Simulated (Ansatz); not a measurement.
## WH₆F: frequency calculation

System: WH₆F, multiplicity 2.
Method: UHF/def2-SVP (Ansatz 0.2.0).

It belongs to a series of runs on one base structure; here: vibrations at the highest image of the band.

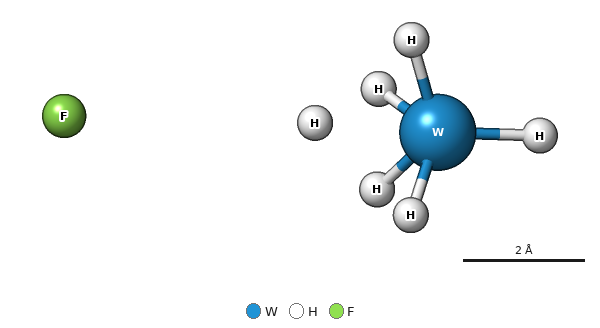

**Figure 1.** The structure as given in the input (ball-and-stick view, seen at a tilt). Sticks mark near contacts. Bond lengths as drawn: H–W 1.67 to 1.73 Å.

### Key numbers

```json
{"quantity": "outcome", "value": "converged"}
{"quantity": "total energy", "value": "−4596.5223 eV"}
{"quantity": "mean-field energy", "value": "−4596.5223 eV"}
{"quantity": "⟨S²⟩", "value": "1.749"}
{"quantity": "largest force (length of the vector)", "value": "0.047 eV/Å"}
{"quantity": "hardware", "value": "1 thread of Arm Neoverse V2, 24 GiB of memory available, shared host"}
{"quantity": "wall time", "value": "68 s"}
{"quantity": "peak memory", "value": "0.17 GiB"}
```

### Remarks

⟨S²⟩ is 1.75 against 0.75 for a pure state: the solution is spin-contaminated.

### Input
```yaml
crystal:
  periodic: [false, false, false]
  atoms:
    - { symbol: W, position_ang: [0.061349, 0.067557, -0.809687] }
    - { symbol: H, position_ang: [0.487721, 0.488516, 1.657718] }
    - { symbol: H, position_ang: [1.464327, -0.596123, -0.102178] }
    - { symbol: H, position_ang: [-0.594687, 1.478338, -0.107813] }
    - { symbol: H, position_ang: [-1.496557, -0.307639, -0.325086] }
    - { symbol: H, position_ang: [-0.294603, -1.481859, -0.28949] }
    - { symbol: H, position_ang: [0.304768, 0.290349, -2.510415] }
    - { symbol: F, position_ang: [0.067683, 0.060861, 5.926952] }
magnetization:
  spin_polarized: true
  initial_magnetization: 1
basis:
  gaussian: { orbitals: def2-SVP }
hamiltonian:
  xc: hf
phonons: {}
```

Run as:
```bash
ansatz run input.yaml --threads 1 --pin off --max-ram 2048MiB --backend cpu --events-out ev --progress --plain --runs-dir out
```

### Log
```
Engine: ansatz 0.2.0, aarch64-unknown-linux-gnu
Functional definition: HF
  exchange = exact_x
  correlation = 0
818 factors; integrals over basis functions are off by at most 3.4e-4 eV
mean field evaluation 1: about -4583.9923 eV, gradient 3.6e1 eV
mean field evaluation 2: about -4583.9950 eV, gradient 3.6e1 eV
mean field evaluation 4: about -4586.5534 eV, gradient 3.0e1 eV
mean field evaluation 8: about -4590.1905 eV, gradient 8.1e-1 eV
mean field evaluation 16: about -4596.5187 eV, gradient 3.1e-1 eV
mean field evaluation 32: about -4596.5221 eV, gradient 1.6e-5 eV
mean field evaluation 64: about -4567.4255 eV, gradient 3.1e1 eV
mean field evaluation 96: about -4586.7006 eV, gradient 1.3e1 eV
mean field evaluation 128: about -4591.3868 eV, gradient 1.8e0 eV
mean field evaluation 160: about -4588.8595 eV, gradient 1.5e1 eV
mean field evaluation 192: about -4587.5976 eV, gradient 1.7e1 eV
mean field evaluation 224: about -4594.6382 eV, gradient 2.1e0 eV
mean field evaluation 256: about -4596.4422 eV, gradient 1.9e-3 eV
mean field evaluation 288: about -4596.5222 eV, gradient 1.9e-4 eV
mean field evaluation 320: about -4596.5187 eV, gradient 4.2e-1 eV
mean field evaluation 352: about -4596.5222 eV, gradient 5.9e-3 eV
mean field evaluation 384: about -4596.5221 eV, gradient 3.1e-3 eV
mean field evaluation 416: about -4596.5036 eV, gradient 4.3e-1 eV
mean field evaluation 448: about -4596.5201 eV, gradient 3.3e-3 eV
mean field evaluation 480: about -4594.8338 eV, gradient 3.1e-1 eV
mean field evaluation 512: about -4594.6008 eV, gradient 1.6e0 eV
mean field evaluation 544: about -4592.7021 eV, gradient 1.4e0 eV
mean field evaluation 576: about -4590.1882 eV, gradient 8.1e-1 eV
mean field evaluation 608: about -4590.8744 eV, gradient 3.7e0 eV
mean field -4596.52228315 eV, -168.9190782712 hartree, gradient 4.1e-11 eV, S^2 1.749077; 10 other end points of the search recorded, 0 dependent functions left out
the calculation of the forces begins
reference -4596.52228315 eV, -168.9190782712 hartree; 15, 14 occupied and 61, 62 virtual orbitals, 818 factors
these checks for a lower state are left out or cut short: stability, starts, cluster_reference, orbital_swaps, neighbouring_geometries, increment
818 factors; integrals over basis functions are off by at most 3.4e-4 eV
mean field evaluation 640: about -4596.5222 eV, gradient 6.3e-6 eV
mean field -4596.52224449 eV, -168.9190768503 hartree, gradient 3.6e-6 eV, S^2 1.749320; 0 other end points of the search recorded, 0 dependent functions left out
[... from here on the field's lines of each further geometry are left out, up to the last ...]
the calculation of the forces begins
reference -4596.52227668 eV, -168.9190780332 hartree; 15, 14 occupied and 61, 62 virtual orbitals, 818 factors
these checks for a lower state are left out or cut short: stability, starts, cluster_reference, orbital_swaps, neighbouring_geometries, increment
818 factors; integrals over basis functions are off by at most 3.4e-4 eV
mean field -4596.52228966 eV, -168.9190785104 hartree, gradient 1.9e-6 eV, S^2 1.749077; 0 other end points of the search recorded, 0 dependent functions left out
the calculation of the forces begins
reference -4596.52228966 eV, -168.9190785104 hartree; 15, 14 occupied and 61, 62 virtual orbitals, 818 factors
WARN: phonons: 3 modes above zero are rigid motions of the cell's bodies and no vibrations: the zero-point energy, free energy, entropy and heat capacity leave them out. With what each would have added to F at 1000 K, by the weight of its row in the mesh: 0.04 cm⁻¹ (-0.841 eV; rigid weight 1.000, of which rotation 0.000), 2.49 cm⁻¹ (-0.485 eV; rigid weight 0.977, of which rotation 0.977), 2.74 cm⁻¹ (-0.477 eV; rigid weight 0.991, of which rotation 0.973). A body is a set of atoms that hang together within twice the van der Waals contact; here: 8 atoms, out of reach of every periodic image. What nothing holds moves and turns at no cost, which is at zero frequency: what stands here is left by the forces on the atoms, the periodic images, the SCF threshold and the grid, and changes its size and its sign with the last two. The forces' share comes down as the geometry is relaxed further. 1 mode above zero would be a rigid motion if what is in doubt were free, and is counted in the zero-point energy, free energy, entropy and heat capacity. With what each adds to F at 1000 K, by the weight of its row in the mesh: 19.64 cm⁻¹ (-0.307 eV; rigid weight 1.000, of which rotation 0.997). The body of 8 atoms, out of reach of every periodic image, is 2 pieces, each of atoms that hang together within van der Waals contact, which lie beyond contact and within twice that of one another (atoms 1 and 7, taken in the periodic images in which they do not hang together, stand 4.31 Å apart and are out of reach from 5.36 Å). If the pieces are bound to each other, these are vibrations of the whole and the sums are right; if not, set them further apart, from one another and from their images. Atoms are counted from 0 in the run's list of atoms, and not in a supercell that the run derives from it; the header of the second-order force-constant file, where the run writes one, gives the list as its `site` lines. If the cell is meant as a crystal, declare phonons.rigid_motions: translations: the three translations of the whole cell alone are then left out, and nothing is said of the modes in doubt. The least rigid weight left out is 0.97707 and the largest kept is 0.02529.
WARN: phonons: modes at or below zero, which the zero-point energy, F, S and C_V leave out: 3, the lowest at -377.21 cm⁻¹. A minimum has none, and a first-order saddle one
Total energy: -4596.52228315 eV, -168.9190782712 hartree
Atom 0 at     0.061349     0.067557    -0.809687 Å, force     0.031615     0.028981    -0.019061 eV/Å
Atom 1 at     0.487721     0.488516     1.657718 Å, force     0.004854     0.005903    -0.007457 eV/Å
Atom 2 at     1.464327    -0.596123    -0.102178 Å, force    -0.001177    -0.002854     0.000903 eV/Å
Atom 3 at    -0.594687     1.478338    -0.107813 Å, force    -0.005651    -0.004845    -0.000419 eV/Å
Atom 4 at    -1.496557    -0.307639    -0.325086 Å, force    -0.022891    -0.002303     0.006352 eV/Å
Atom 5 at    -0.294603    -1.481859    -0.289490 Å, force    -0.007777    -0.027526     0.004640 eV/Å
Atom 6 at     0.304768     0.290349    -2.510415 Å, force     0.000932     0.002546     0.017639 eV/Å
Atom 7 at     0.067683     0.060861     5.926952 Å, force     0.000095     0.000099    -0.002597 eV/Å
Dipole moment:     0.161892     0.160014    -0.098226 e Å
Vibrations: -377.21 -18.70 -9.12 19.64 149.87 193.06 411.31 674.97 787.07 796.84 922.96 941.50 1036.24 2014.72 2029.52 2065.02 2117.77 2156.54 cm⁻¹, zero-point energy 1.011526 eV
```

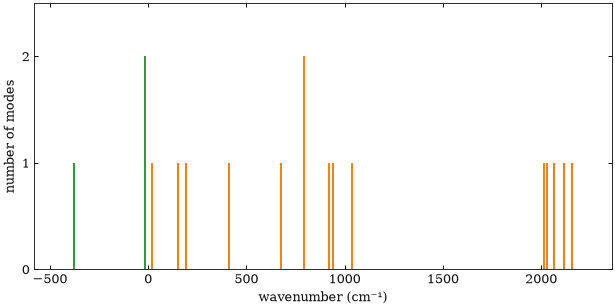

**Figure 2.** Harmonic vibrational wavenumbers from the force constants; neighbouring modes closer than 12 cm⁻¹ are counted in one stick, and imaginary ones are drawn at negative wavenumbers. 18 modes from 377i to 2157 cm⁻¹, 3 imaginary beyond 8i (377i, 19i, 9i cm⁻¹): not a minimum.
